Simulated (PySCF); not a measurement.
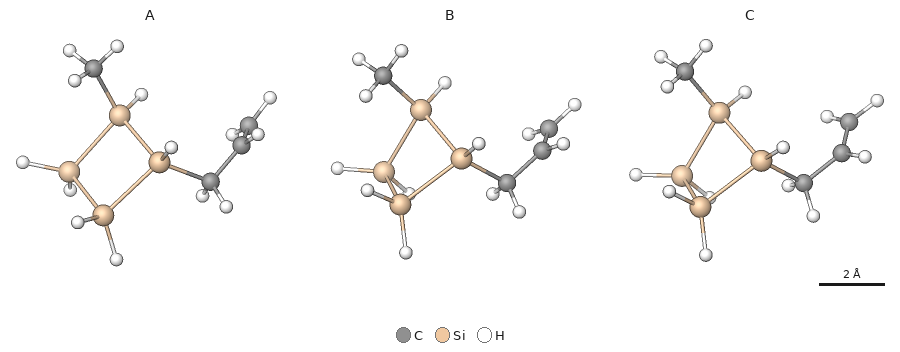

3 geometries from one relaxation of C4H14Si4, in shuffled order. The picture is a ball-and-stick view, seen at a tilt.

The start comes from GFN2-xTB. Its atoms were then displaced at random by about 0.01 Å.

Method: PBE0-D3(BJ)/def2-SVP geometry optimisation, gas phase (PySCF). 

### Put them in the order of the run, from the start to the converged end.

A, C, B. They are steps 0, 8, 16, at +7.29 kcal/mol, +1.06 kcal/mol relative to the last. Over 16 geometry steps the energy falls by 7.29 kcal/mol. The atom that moves furthest after the best rigid fit is an H atom (1.21 Å). Largest moves by element: H 1.21 Å, Si 0.50 Å, C 0.48 Å. Near-neighbour distances that change, for instance: C–H 1.060 → 1.095 Å, C–Si 1.879 → 1.911 Å, Si–Si 2.393 → 2.361 Å, H–Si 1.468 → 1.499 Å. Among the angles between lasting bonds that change: C–Si–H 104.2° → 111.3°, H–Si–H 103.0° → 109.1°, Si–Si–H 114.9° → 108.9°. Groups turn about Si–Si by about 25°, Si–Si by about 25°, Si–Si by about 25°. The run took 7.7 min on 1 thread of Arm Neoverse V1 (shared host).
